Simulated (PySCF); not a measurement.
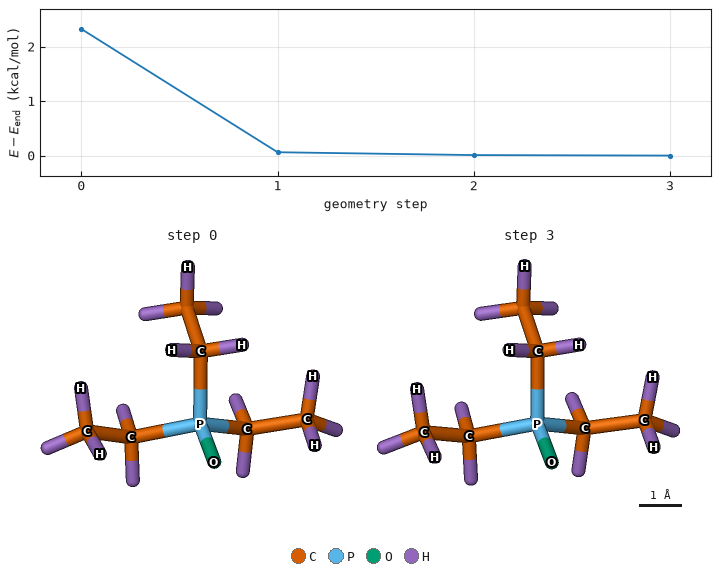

First and last geometry of a relaxation of C6H15OP, with the history of the run. A stick model, seen at a tilt.

The start comes from GFN2-xTB.

All numbers below come from PySCF, PBE0-D3(BJ)/def2-SVP geometry optimisation, gas phase. 

Question: What do the curves and the structures tell?

Answer: It converged. Over 3 geometry steps the energy falls by 2.32 kcal/mol. The largest move after the best rigid fit is that of an H atom, 0.089 Å. By element the largest moves are H 0.089 Å, O 0.040 Å, C 0.039 Å, P 0.012 Å. Near-neighbour distances that change, for instance: O–P 1.469 → 1.502 Å, C–P 1.847 → 1.827 Å, C–H 1.089 → 1.102 Å. Among the angles between lasting bonds that change: C–C–P 109.6° → 111.6°. Cost: 90 s on 1 thread of Arm Neoverse V1 (shared host).
